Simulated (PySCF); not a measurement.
```yaml
atoms:
  - { symbol: C, position_ang: [-1.6675, 0.3138, 0.0653] }
  - { symbol: C, position_ang: [-0.8045, -0.7241, 0.7661] }
  - { symbol: C, position_ang: [0.5456, -0.8450, 0.0852] }
  - { symbol: F, position_ang: [1.2908, -1.8449, 0.7027] }
  - { symbol: Ge, position_ang: [1.7237, 0.7916, 0.1740] }
  - { symbol: Cl, position_ang: [1.5367, 1.6978, 2.0578] }
  - { symbol: H, position_ang: [-1.8102, 0.0524, -0.9813] }
  - { symbol: H, position_ang: [-2.6416, 0.3801, 0.5422] }
  - { symbol: H, position_ang: [-1.1927, 1.2945, 0.1149] }
  - { symbol: H, position_ang: [-0.6497, -0.4372, 1.8091] }
  - { symbol: H, position_ang: [-1.2986, -1.6993, 0.7564] }
  - { symbol: H, position_ang: [0.4237, -1.1743, -0.9524] }
  - { symbol: H, position_ang: [1.3821, 1.8280, -0.8804] }
  - { symbol: H, position_ang: [3.1617, 0.3662, -0.0017] }
```

Geometry: GFN2-xTB.

All numbers below come from PySCF 2.14.0, PBE0/def2-SVPD, SCF density, gas phase.

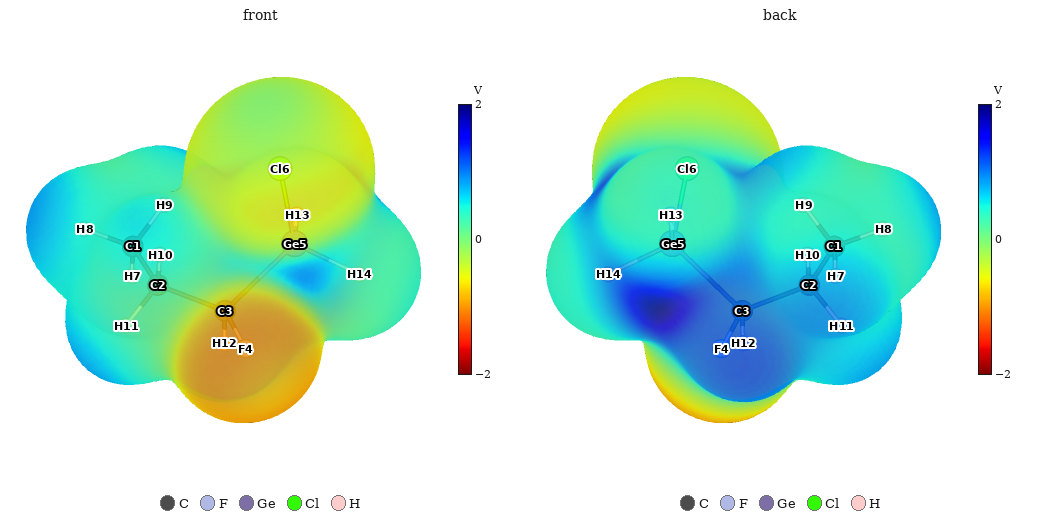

C₃H₈ClFGe (SMILES CC[C@H](F)[GeH2][Cl]). The electrostatic potential painted on the density surface at 0.002 e/bohr³, seen from the front and from behind; red is negative and blue positive.

Describe the electrostatic potential map.

The most negative region (about −1.0 V) lies over F4, the most positive (about +1.7 V) over Ge5.

How polar is the molecule by this calculation?

Its dipole moment is 2.50 D.
